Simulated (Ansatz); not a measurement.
**C4H7FO: molecular dynamics, part 1 of 2**

The plan is to follow the molecule's vibrations and see whether its bonds hold. The start is relaxed first. Runs: 191 steps of 1 fs under a Langevin thermostat at 300 K; 360 steps of 0.5 fs under a Nosé-Hoover thermostat, set from 400 K to 100 K by a schedule. SMILES of the start: CCC(O)=CF.

Method: RKS PBE0-D4/STO-3G, in Ansatz 0.2.0.

**1. Starting point**

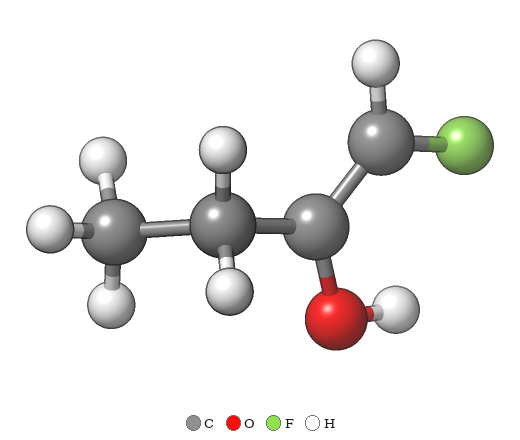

The starting structure, seen from a chosen angle (carbon grey, oxygen red, fluorine green, hydrogen white).

As a file:

```xyz
13

C    -0.6171   -1.2547    1.1028
C     0.4995   -0.7431    0.2361
C     0.1051    0.4380   -0.6352
O    -0.6802    0.1785   -1.6457
C     0.6441    1.6535   -0.4696
F     0.2886    2.6936   -1.2618
H    -0.3355   -2.0579    1.7142
H    -1.4712   -1.5126    0.4644
H    -1.0097   -0.3961    1.7993
H     1.3471   -0.4882    0.9176
H     0.8320   -1.5620   -0.3834
H    -0.8817    1.0111   -2.1090
H     1.2995    2.0051    0.2850
```

**2. Relaxing the start**

Contents of input.yaml:

```yaml
crystal:
  periodic: [false, false, false]
  atoms:
    - { symbol: C, position_ang: [-0.6171, -1.2547, 1.1028] }
    - { symbol: C, position_ang: [0.4995, -0.7431, 0.2361] }
    - { symbol: C, position_ang: [0.1051, 0.438, -0.6352] }
    - { symbol: O, position_ang: [-0.6802, 0.1785, -1.6457] }
    - { symbol: C, position_ang: [0.6441, 1.6535, -0.4696] }
    - { symbol: F, position_ang: [0.2886, 2.6936, -1.2618] }
    - { symbol: H, position_ang: [-0.3355, -2.0579, 1.7142] }
    - { symbol: H, position_ang: [-1.4712, -1.5126, 0.4644] }
    - { symbol: H, position_ang: [-1.0097, -0.3961, 1.7993] }
    - { symbol: H, position_ang: [1.3471, -0.4882, 0.9176] }
    - { symbol: H, position_ang: [0.832, -1.562, -0.3834] }
    - { symbol: H, position_ang: [-0.8817, 1.0111, -2.109] }
    - { symbol: H, position_ang: [1.2995, 2.0051, 0.285] }
basis:
  gaussian: { orbitals: STO-3G }
hamiltonian:
  xc: pbe0
  dispersion: d4
relax:
  f_tol: 0.02
  max_steps: 40
scf:
  lower_state_search: "off"
```

Command:

```
$ ansatz run input.yaml --threads 1 --pin off --max-ram 2048MiB --backend cpu --events-out ev --progress --plain --runs-dir out
```

The log of the run, cut to the lines that bear on the results:

```text
Warning: RAYON_NUM_THREADS=1 ignored (pool sized by the plan → 1); use --threads N
[...]
Functional definition: PBE0
[...]
575 factors; integrals over basis functions are off by at most 1.3e-5 eV
[...]
mean field -8896.55096456 eV, -326.9422176489 hartree, gradient 3.4e-6 eV, S^2 0.000000; 0 other end points of the search recorded, 0 dependent functions left out
[...]
reference -8896.55098322 eV, -326.9422183346 hartree; 24, 24 occupied and 13, 13 virtual orbitals, 575 factors
relax step   1: F+E_penalty+E_count = -8896.74600829 eV  Δ(F+E_penalty+E_count) = +0.000e0 eV  max|allowed force component| = 4.144e0 eV/Å  Δτ_max = 0.0000 Å  (13 SCF iters, accepted)
[...]
relax step   3: F+E_penalty+E_count = -8897.51087067 eV  Δ(F+E_penalty+E_count) = -6.811e-2 eV  max|allowed force component| = 2.969e-1 eV/Å  Δτ_max = 0.0610 Å  (19 SCF iters, accepted)
[...]
relax step   5: F+E_penalty+E_count = -8897.52488532 eV  Δ(F+E_penalty+E_count) = -6.071e-3 eV  max|allowed force component| = 1.318e-1 eV/Å  Δτ_max = 0.0256 Å  (18 SCF iters, accepted)
[...]
relax step   7: F+E_penalty+E_count = -8897.53831565 eV  Δ(F+E_penalty+E_count) = -7.646e-3 eV  max|allowed force component| = 3.640e-1 eV/Å  Δτ_max = 0.0968 Å  (18 SCF iters, accepted)
[...]
relax step   9: F+E_penalty+E_count = -8897.54128517 eV  Δ(F+E_penalty+E_count) = -2.897e-4 eV  max|allowed force component| = 3.860e-2 eV/Å  Δτ_max = 0.0105 Å  (19 SCF iters, accepted)
[...]
relax step  10: F+E_penalty+E_count = -8897.54142872 eV  Δ(F+E_penalty+E_count) = -1.435e-4 eV  max|allowed force component| = 1.675e-2 eV/Å  Δτ_max = 0.0071 Å  (13 SCF iters, accepted)
Total energy: -8897.54144731 eV, -326.9786172186 hartree
Atom 0 at    -0.675889    -1.255901     1.108080 Å, force    -0.002271    -0.000798     0.000197 eV/Å
Atom 1 at     0.535261    -0.761277     0.280432 Å, force    -0.006752     0.001137     0.006165 eV/Å
Atom 2 at     0.181418     0.431913    -0.593493 Å, force     0.004753    -0.004210    -0.003468 eV/Å
Atom 3 at    -0.758674     0.213782    -1.614093 Å, force    -0.007577     0.002560    -0.002512 eV/Å
Atom 4 at     0.659540     1.692431    -0.493121 Å, force     0.009590     0.006623     0.012764 eV/Å
Atom 5 at     0.135478     2.570637    -1.432387 Å, force    -0.011629     0.008387    -0.016748 eV/Å
Atom 6 at    -0.398186    -2.138424     1.698695 Å, force    -0.001469     0.002827    -0.001187 eV/Å
Atom 7 at    -1.504869    -1.526289     0.441877 Å, force     0.001146    -0.002171     0.000545 eV/Å
Atom 8 at    -1.022875    -0.471770     1.792919 Å, force     0.001655    -0.003066    -0.001444 eV/Å
Atom 9 at     1.358289    -0.472578     0.951261 Å, force     0.001975    -0.000865    -0.001914 eV/Å
Atom 10 at     0.896052    -1.583576    -0.359644 Å, force     0.002700     0.000715     0.000025 eV/Å
Atom 11 at    -0.776575     1.178286    -1.985809 Å, force     0.000398    -0.006028     0.000009 eV/Å
Atom 12 at     1.391530     2.087968     0.219982 Å, force     0.007482    -0.005111     0.007567 eV/Å
Dipole moment:     0.113881     0.053285     0.133676 e Å
Checks for a lower state left out: stability, starts, cluster_reference, orbital_swaps, neighbouring_geometries, increment
```

Run time: 58 s. Hardware: 1 thread of AMD EPYC (Zen 3), shared host; peak memory 0.12 GiB.

Step by step:

```
step  energy from step 1 (eV)  largest force component (eV/Å)
   1                   0.0000                          4.1443
   2                  -0.6968                          1.3203
   3                  -0.7649                          0.2969
   4                  -0.7728                          0.2159
   5                  -0.7789                          0.1318
   6                  -0.7847                          0.1836
   7                  -0.7923                          0.3640
   8                  -0.7950                          0.0964
   9                  -0.7953                          0.0386
  10                  -0.7954                          0.0167
```

Step 1 is the start.

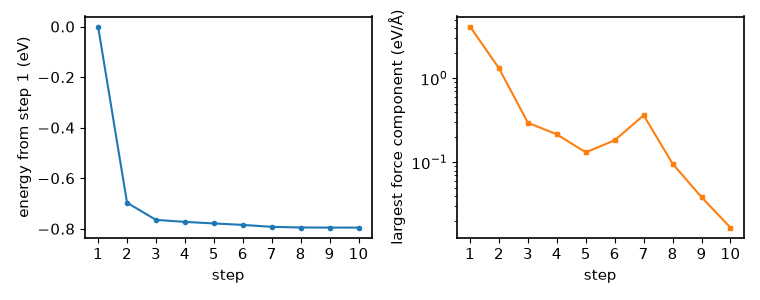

How energy and force went from step to step.

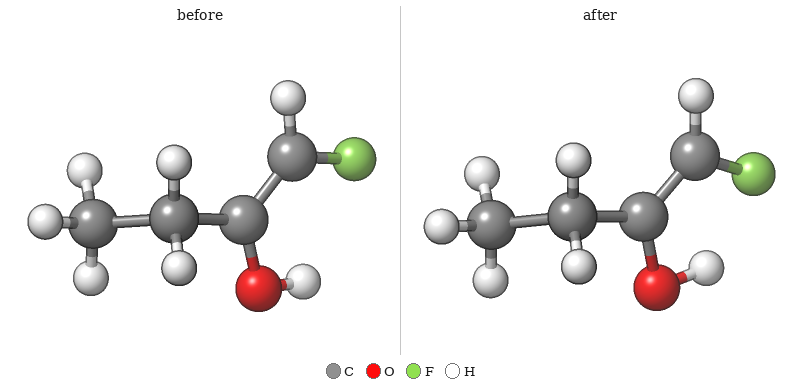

The structure before (left) and after (right), drawn at the same scale.

After: Bond lengths: C1–C2 1.548 Å, C2–C3 1.521 Å, C3–O4 1.405 Å, C3–C5 1.352 Å, C5–F6 1.389 Å, C1–H7 1.098 Å, C1–H8 1.097 Å, C1–H9 1.097 Å, C2–H10 1.100 Å, C2–H11 1.103 Å, O4–H12 1.034 Å, C5–H13 1.096 Å. Angles (14 of 19 angles, heavy atoms first): C1–C2–C3 112.1°, C2–C3–O4 116.8°, C2–C3–C5 127.3°, O4–C3–C5 115.8°, C3–C5–F6 114.0°, C1–C2–H10 110.1°, C1–C2–H11 109.1°, C3–C2–H10 108.6°, C3–C2–H11 109.1°, C2–C1–H7 110.3°, C2–C1–H8 110.2°, C2–C1–H9 110.7°, C3–O4–H12 97.4°, C3–C5–H13 128.4°.

**3. Run 1**

191 steps of 1 fs under a Langevin thermostat at 300 K, from the relaxed start.

Contents of input.yaml:

```yaml
crystal:
  periodic: [false, false, false]
  atoms:
    - { symbol: C, position_ang: [-0.675889, -1.255901, 1.10808] }
    - { symbol: C, position_ang: [0.535261, -0.761277, 0.280432] }
    - { symbol: C, position_ang: [0.181418, 0.431913, -0.593493] }
    - { symbol: O, position_ang: [-0.758674, 0.213782, -1.614093] }
    - { symbol: C, position_ang: [0.65954, 1.692431, -0.493121] }
    - { symbol: F, position_ang: [0.135478, 2.570637, -1.432387] }
    - { symbol: H, position_ang: [-0.398186, -2.138424, 1.698695] }
    - { symbol: H, position_ang: [-1.504869, -1.526289, 0.441877] }
    - { symbol: H, position_ang: [-1.022875, -0.47177, 1.792919] }
    - { symbol: H, position_ang: [1.358289, -0.472578, 0.951261] }
    - { symbol: H, position_ang: [0.896052, -1.583576, -0.359644] }
    - { symbol: H, position_ang: [-0.776575, 1.178286, -1.985809] }
    - { symbol: H, position_ang: [1.39153, 2.087968, 0.219982] }
basis:
  gaussian: { orbitals: STO-3G }
hamiltonian:
  xc: pbe0
  dispersion: d4
md:
  timestep: 1.0
  n_steps: 191
  ensemble: nvt_langevin
  temperature: 300.0
  initial_velocities: maxwell_boltzmann
  seed: 527664
  friction: 0.02
scf:
  lower_state_search: "off"
```

Command:

```
$ ansatz run input.yaml --threads 1 --pin off --max-ram 2048MiB --backend cpu --events-out ev --progress --plain --runs-dir out
```

The log of the run, cut to the lines that bear on the results:

```text
Warning: RAYON_NUM_THREADS=1 ignored (pool sized by the plan → 1); use --threads N
[...]
[... 1 set-up line as earlier in the session ...]
[...]
572 factors; integrals over basis functions are off by at most 1.5e-5 eV
[...]
mean field -8897.34799074 eV, -326.9715078207 hartree, gradient 4.6e-6 eV, S^2 0.000000; 0 other end points of the search recorded, 0 dependent functions left out
[...]
reference -8897.34800917 eV, -326.9715084977 hartree; 24, 24 occupied and 13, 13 virtual orbitals, 572 factors
md step     0: t =     0.00 fs  T =   276.9 K  F+E_penalty+E_count = -8897.54143645 eV  E_kin = 0.465336 eV  (14 SCF iters)
[...]
md step    23: t =    23.00 fs  T =   135.3 K  F+E_penalty+E_count = -8897.24433752 eV  E_kin = 0.227422 eV  (20 SCF iters, 3 dispersion substeps)
[...]
md step    46: t =    46.00 fs  T =   233.6 K  F+E_penalty+E_count = -8897.30788772 eV  E_kin = 0.392555 eV  (18 SCF iters, 3 dispersion substeps)
[...]
md step    69: t =    69.00 fs  T =   193.6 K  F+E_penalty+E_count = -8897.27833452 eV  E_kin = 0.325255 eV  (19 SCF iters, 3 dispersion substeps)
[...]
md step    92: t =    92.00 fs  T =   251.7 K  F+E_penalty+E_count = -8897.21470737 eV  E_kin = 0.422970 eV  (19 SCF iters, 3 dispersion substeps)
md step    93: t =    93.00 fs  T =   268.7 K  F+E_penalty+E_count = -8897.23020307 eV  E_kin = 0.451563 eV  (19 SCF iters, 3 dispersion substeps)
md step    94: t =    94.00 fs  T =   267.3 K  F+E_penalty+E_count = -8897.19895471 eV  E_kin = 0.449171 eV  (19 SCF iters, 3 dispersion substeps)
```

**4. The log goes on: dynamics from the start**

Output, continued, cut to the lines that bear on the results:

```text
md step    95: t =    95.00 fs  T =   245.3 K  F+E_penalty+E_count = -8897.15190201 eV  E_kin = 0.412221 eV  (19 SCF iters, 3 dispersion substeps)
[...]
md step   119: t =   119.00 fs  T =   229.6 K  F+E_penalty+E_count = -8897.17176994 eV  E_kin = 0.385787 eV  (19 SCF iters, 3 dispersion substeps)
[...]
md step   143: t =   143.00 fs  T =   284.7 K  F+E_penalty+E_count = -8897.20980220 eV  E_kin = 0.478414 eV  (19 SCF iters, 3 dispersion substeps)
[...]
md step   167: t =   167.00 fs  T =   243.1 K  F+E_penalty+E_count = -8897.16954535 eV  E_kin = 0.408548 eV  (19 SCF iters, 3 dispersion substeps)
[...]
md step   190: t =   190.00 fs  T =   362.1 K  F+E_penalty+E_count = -8897.08991049 eV  E_kin = 0.608536 eV  (19 SCF iters, 3 dispersion substeps)
[...]
Atom 5 at     0.585293     2.790090    -1.292420 Å, force     0.129024    -0.505604     0.447503 eV/Å
Atom 6 at    -0.741185    -1.858782     2.078738 Å, force    -0.136487    -0.688544    -0.279914 eV/Å
Atom 7 at    -1.636461    -1.324513     0.534174 Å, force    -0.440605    -0.746229     0.197809 eV/Å
Atom 8 at    -1.546433    -0.321801     1.993353 Å, force    -0.633750     0.478649     0.288061 eV/Å
Atom 9 at     0.806322     0.054317     1.682863 Å, force     0.227547     0.036022    -0.133705 eV/Å
Atom 10 at     0.937393    -1.135772     0.337615 Å, force    -0.764267     0.557512     0.595239 eV/Å
Atom 11 at    -0.660756     1.302546    -1.840116 Å, force    -0.867050    -2.034532     1.041856 eV/Å
Atom 12 at     1.555773     2.095948     0.484788 Å, force     0.853519     0.562372     0.747973 eV/Å
Dipole moment:     0.098294     0.017764     0.076819 e Å
Checks for a lower state left out: stability, starts, cluster_reference, orbital_swaps, neighbouring_geometries, increment
```

Run time: 14 min. Hardware: 1 thread of AMD EPYC (Zen 3), shared host; peak memory 0.1 GiB.

**5. What the atoms did**

The trajectory, every 14 steps (energies from step 0):

```
time (fs)  T (K)  potential energy change (meV/atom)
      0.0    277                                 0.0
     14.0    129                                24.2
     28.0    195                                23.4
     42.0    233                                23.1
     56.0    248                                18.0
     70.0    167                                22.6
     84.0    242                                23.5
     98.0    256                                28.4
    112.0    278                                20.3
    126.0    310                                20.3
    140.0    274                                21.2
    154.0    328                                22.0
    168.0    247                                30.5
    182.0    322                                35.7
    191.0    376                                30.4
```

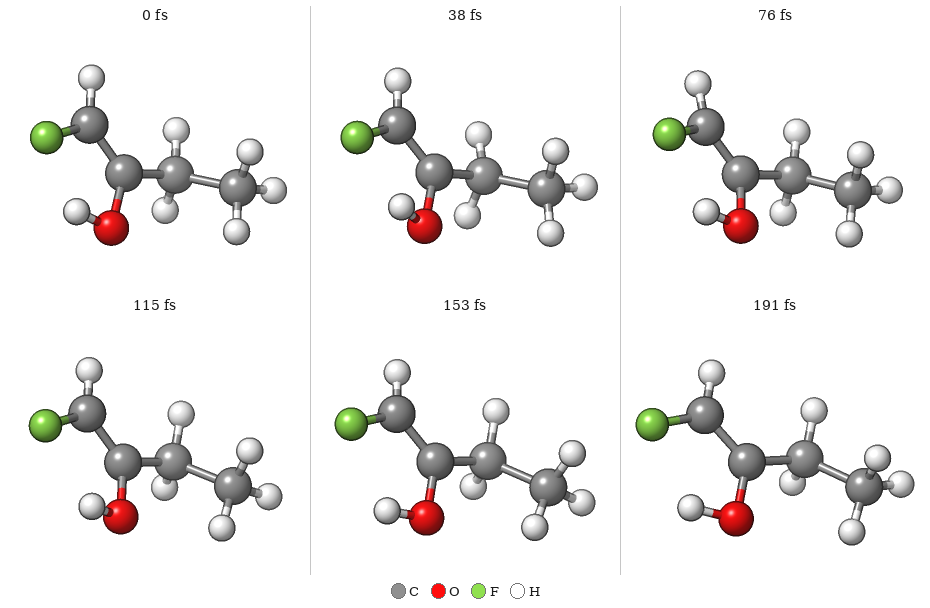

The system at six times, viewed from a chosen angle. Sticks join atoms within a bonding distance in each frame.

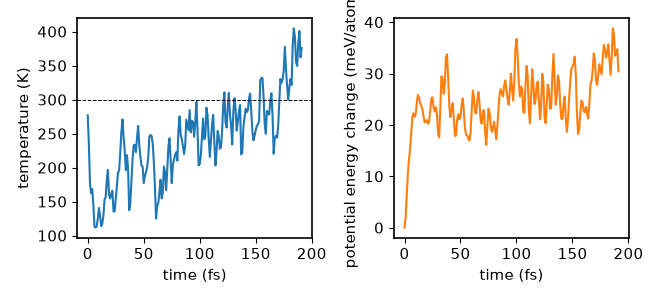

Traces against time; each panel has its own scale. The dashed line is the set temperature.

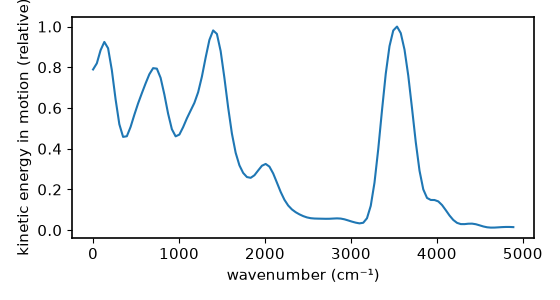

Power spectrum of the mass-weighted velocities; a run of 191 fs resolves no finer than about 350 cm⁻¹.

Maxima of the velocity power spectrum (cm⁻¹, relative height; resolution about 350 cm⁻¹): 700 (80), 1400 (98), 2010 (33), 3540 (100).

**6. Snapshots as a file**

Positions (Å) and forces (eV/Å):

```xyz
13
time_fs=24.0 T=135 dE=0.3274
C    -0.668   -1.323    1.123   -0.049   -1.686   -2.746
C     0.514   -0.810    0.217    0.766   -0.099    1.650
C     0.214    0.457   -0.604   -1.153   -1.311   -0.653
O    -0.822    0.188   -1.563    1.059   -0.290    0.927
C     0.686    1.731   -0.515   -0.639   -0.482   -0.314
F     0.095    2.591   -1.432    0.116    0.085    0.140
H    -0.291   -2.169    1.709   -0.032   -0.007    0.173
H    -1.520   -1.703    0.493    0.893    0.367    0.509
H    -1.066   -0.588    1.763   -0.469    1.567    1.268
H     1.325   -0.551    0.930   -0.074    0.066   -0.261
H     0.912   -1.709   -0.331   -0.538    1.107   -0.315
H    -0.935    1.114   -1.953    0.025    0.944   -0.304
H     1.383    2.183    0.205    0.096   -0.262   -0.073
13
time_fs=48.0 T=203 dE=0.2870
C    -0.616   -1.286    1.087   -0.537    0.664    1.261
C     0.538   -0.782    0.203    0.234   -1.429    1.871
C     0.121    0.408   -0.559    0.928    1.001   -0.505
O    -0.900    0.204   -1.468   -0.759    0.193   -0.789
C     0.655    1.647   -0.530   -0.347    0.493   -0.132
F     0.040    2.569   -1.375   -0.031   -0.431   -0.026
H    -0.306   -2.102    1.770   -0.051    0.198   -0.472
H    -1.331   -1.644    0.360   -0.982   -0.473    0.093
H    -1.103   -0.488    1.721    0.660   -0.708   -0.822
H     1.428   -0.652    0.805    0.572    0.835    0.352
H     0.776   -1.641   -0.411    0.176   -0.301   -1.099
H    -0.900    1.160   -1.862   -0.284   -0.010   -0.076
H     1.450    2.044    0.093    0.420   -0.032    0.344
13
time_fs=72.0 T=231 dE=0.2426
C    -0.757   -1.282    1.060    1.146   -0.956   -1.339
C     0.509   -0.812    0.241   -0.565    0.006    1.224
C     0.143    0.396   -0.620    0.233    0.359    1.106
O    -1.003    0.157   -1.379   -0.388    0.260   -0.977
C     0.585    1.679   -0.526    1.162    0.219    0.319
F    -0.061    2.615   -1.304   -0.266   -0.080   -0.270
H    -0.463   -2.107    1.726   -0.069    0.167    0.079
H    -1.567   -1.652    0.401    0.336    0.396    0.194
H    -1.072   -0.435    1.623   -0.838    0.853    0.954
H     1.310   -0.603    0.983   -0.255    0.302   -0.565
H     0.840   -1.650   -0.358    0.346   -0.533   -0.708
H    -1.094    1.066   -1.862   -0.012   -0.215    0.293
H     1.484    2.091    0.015   -0.830   -0.778   -0.311
13
time_fs=96.0 T=267 dE=0.3532
C    -0.828   -1.228    1.035   -1.101    0.696   -0.337
C     0.492   -0.697    0.411   -2.000   -0.200   -0.779
C     0.051    0.504   -0.438    1.693   -0.070    0.262
O    -0.996    0.181   -1.326   -0.166    1.419    0.229
C     0.619    1.742   -0.473   -2.661   -1.285   -1.131
F    -0.048    2.669   -1.242   -0.183    0.218   -0.522
H    -0.658   -2.119    1.634    0.024   -0.381    0.273
H    -1.545   -1.460    0.199    0.731    0.089    0.886
H    -1.314   -0.439    1.663    0.454   -0.672   -0.316
H     1.236   -0.516    1.172    0.621    0.607    0.350
H     0.833   -1.483   -0.262    0.569   -0.316   -0.263
H    -1.221    1.155   -1.620    0.109   -0.649   -0.190
H     1.419    2.127    0.081    1.909    0.544    1.538
13
time_fs=119.0 T=230 dE=0.3697
C    -0.860   -1.194    1.125    2.680   -0.155    0.442
C     0.504   -0.609    0.496   -1.328    0.283    2.282
C     0.124    0.545   -0.408    0.871    0.749    0.679
O    -0.934    0.233   -1.250   -0.668    0.993   -1.316
C     0.580    1.831   -0.322    1.194    0.064    0.768
F     0.055    2.736   -1.234    0.038   -0.251    0.397
H    -0.667   -2.210    1.541   -0.216    0.771    0.050
H    -1.593   -1.277    0.356   -0.942   -0.101   -1.073
H    -1.225   -0.492    1.888    0.028   -0.296    0.075
H     1.121   -0.204    1.324   -0.230   -0.073   -0.198
H     1.115   -1.398    0.068   -0.014   -0.423   -0.876
H    -1.103    1.171   -1.677    0.141   -0.771    0.238
H     1.400    2.219    0.405   -1.554   -0.789   -1.468
13
time_fs=143.0 T=285 dE=0.3316
C    -0.800   -1.144    1.179   -0.431   -0.420   -1.084
C     0.489   -0.529    0.588    0.796   -0.601    0.337
C     0.149    0.649   -0.309   -0.293   -1.700   -0.284
O    -0.829    0.300   -1.299    1.295    1.434    0.431
C     0.698    1.873   -0.241   -2.902    0.072   -3.397
F     0.247    2.784   -1.216    0.351   -0.629    0.717
H    -0.551   -2.153    1.536   -0.375    0.135    0.310
H    -1.603   -1.222    0.391    0.913    0.033    0.767
H    -1.170   -0.503    1.978   -0.217   -0.061    0.403
H     1.150   -0.185    1.410   -0.242   -0.012   -0.199
H     1.071   -1.349    0.071   -0.654    1.007   -0.004
H    -0.728    1.168   -1.851   -0.520   -0.176   -0.110
H     1.442    2.204    0.392    2.280    0.919    2.113
13
time_fs=167.0 T=243 dE=0.3719
C    -0.879   -1.102    1.264    0.813    0.142    2.007
C     0.404   -0.435    0.756    0.304    0.481   -0.727
C     0.165    0.673   -0.276    0.210    1.701   -0.038
O    -0.801    0.368   -1.283    0.634    0.597    0.707
C     0.771    1.920   -0.273    0.148   -0.664    0.686
F     0.448    2.845   -1.279    0.220   -1.064    1.049
H    -0.563   -2.113    1.552   -0.619   -0.189   -0.108
H    -1.564   -1.105    0.442   -1.151   -0.293   -0.550
H    -1.296   -0.627    2.189    0.121   -0.100   -1.073
H     1.037   -0.070    1.571    0.109    0.118    0.073
H     0.939   -1.235    0.238    0.549   -0.163   -0.157
H    -0.878    1.314   -1.675   -0.097   -0.203   -0.369
H     1.521    2.239    0.543   -1.241   -0.365   -1.499
13
time_fs=191.0 T=376 dE=0.3956
C    -1.029   -1.060    1.398    1.254    1.306   -0.880
C     0.258   -0.374    0.830    0.617   -0.270   -0.310
C     0.029    0.753   -0.214    1.678    0.150    1.426
O    -0.864    0.426   -1.226    0.320    2.665   -1.973
C     0.803    1.896   -0.249   -2.238   -1.512   -1.169
F     0.585    2.790   -1.292    0.129   -0.506    0.448
H    -0.741   -1.859    2.079   -0.137   -0.689   -0.280
H    -1.637   -1.325    0.534   -0.441   -0.746    0.198
H    -1.546   -0.322    1.993   -0.634    0.479    0.288
H     0.806    0.054    1.683    0.228    0.036   -0.134
H     0.937   -1.136    0.338   -0.764    0.557    0.595
H    -0.661    1.302   -1.840   -0.867   -2.034    1.042
H     1.556    2.096    0.485    0.854    0.562    0.748
```

On run 1: Against a set 300 K the second half averages 283 K with a spread of 46 K. No bond forms or breaks.

(Continued in part 2 of 2.)
